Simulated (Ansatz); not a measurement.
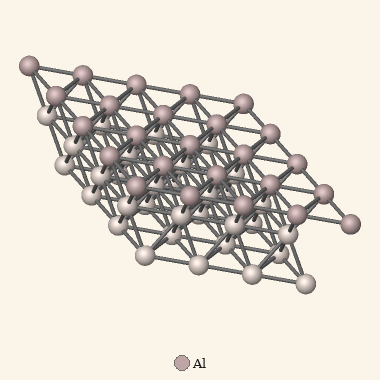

The system is Ti on an Al(111) slab cut from the Fm-3m phase, its upper half relaxed before the scan (12 atoms of substrate and one adsorbate in a 2 × 2 cell); the picture shows it without the atoms that are moved over the map. 
- Ti is moved over the surface cell; relaxed at each place: the height of the adsorbate's atoms; substrate rigid; the origin of the map has the adsorbate above Al9.
- Places are given modulo a cell vector. The map is drawn in real space over the plane of the surface.
- The grid has 6 × 6 points; 10 points were computed and 26 follow by symmetry.
- Places are given in fractions of the 1 × 1 surface cell.
- Energies: eV, counted from the lowest grid point.
- The electronic state followed may not be the lowest one.
- Theory: DFT PBEsol, scalar-relativistic, plane waves, PAW (Ansatz). Settings: cutoff 420 eV, k-mesh 6×6×1, gaussian smearing 0.1 eV, spin-polarised.

Range: position of Ti13 along the first surface vector from 0.000 to 0.833; position of Ti13 along the second surface vector from 0.000 to 0.833.

What will the energy surface look like?

The lowest grid point is at a threefold hollow over a second-layer Al atom, (2/6, 4/6) of the cell vectors. A higher local minimum lies near a threefold hollow over a third-layer Al atom, (4/6, 2/6) of the cell vectors (0.09 eV above the lowest at that grid point). The highest grid point, the top site over a surface Al atom, (0/6, 0/6) of the cell vectors, lies 1.02 eV above the lowest. On the interpolated surface the easiest way out of the lowest well to the well at a threefold hollow over a third-layer Al atom, (4/6, 2/6) of the cell vectors passes a barrier of about 0.21 eV. At the lowest point the adsorbate has 3 Al at 2.60 Å as nearest neighbours, at the highest 1 Al at 2.42 Å. Its relaxed height above the top atom is 2.02 Å at the lowest and 2.42 Å at the highest point.

```csv
"second ↓, first →",0/6,1/6,2/6,3/6,4/6,5/6
5/6,0.88,0.59,0.18,0.18,0.59,0.88
4/6,0.49,0.18,0.00,0.18,0.49,0.62
3/6,0.20,0.18,0.18,0.20,0.24,0.24
2/6,0.49,0.59,0.49,0.24,0.09,0.24
1/6,0.88,0.88,0.62,0.24,0.24,0.62
0/6,1.02,0.88,0.49,0.20,0.49,0.88
```

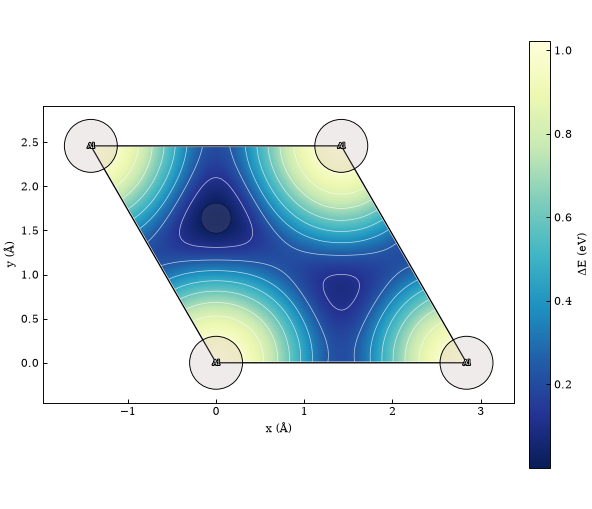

Drawn: a smooth colour map with a few white contour lines, labelled circles for the atoms of the top layer and small ones for the second layer, the outline of one cell of the plane. Between grid points the surface is interpolated.

Each point was launched as `ansatz run input.yaml --threads 1 --pin off --max-ram 3072MiB --backend cpu --events-out ev --progress --plain --runs-dir out`. The whole map (10 points run) took 24 min on 1 thread of Intel(R) Xeon(R) 6975P-C (Granite Rapids) (shared host).

PAW datasets: the set soft_1.
